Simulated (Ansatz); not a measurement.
System: hcp Tl. Method: LDA (Ansatz, a quantum-chemistry and plane-wave program, PAW).

Settings: plane-wave cutoff 520 eV, 18×18×10 k mesh (along the axes of the cell as run), Fermi–Dirac smearing 0.05 eV, scalar-relativistic PAW data made under PBE.

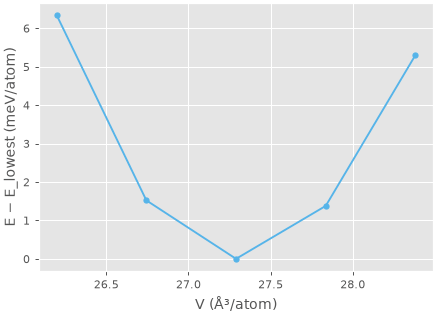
Figure. Total energy against volume

**Question.** From the curve, estimate the equilibrium volume and the bulk modulus.

**Answer.** V0 ≈ 27.3 Å³/atom and B0 ≈ 42 GPa; the fit gives V0 = 27.291 Å³/atom, B0 = 42.5 GPa, B′ = 5.5.

Shape and atoms are relaxed at each volume.

Measured, for comparison: bulk modulus 37.4 GPa (copied from a table, unchecked, extrapolated to 0 K and zero-point effects removed; as tabulated in Lejaeghere et al. (2013), arXiv:1204.2733). Computed (rounded) less measured: bulk modulus not scored (unchecked).

Note: the bulk modulus comes from volumes at which shape and atoms were relaxed.

Spin–orbit coupling is not included; it can shift volumes and moduli of such heavy elements.

Static lattice: no zero-point or thermal effects.
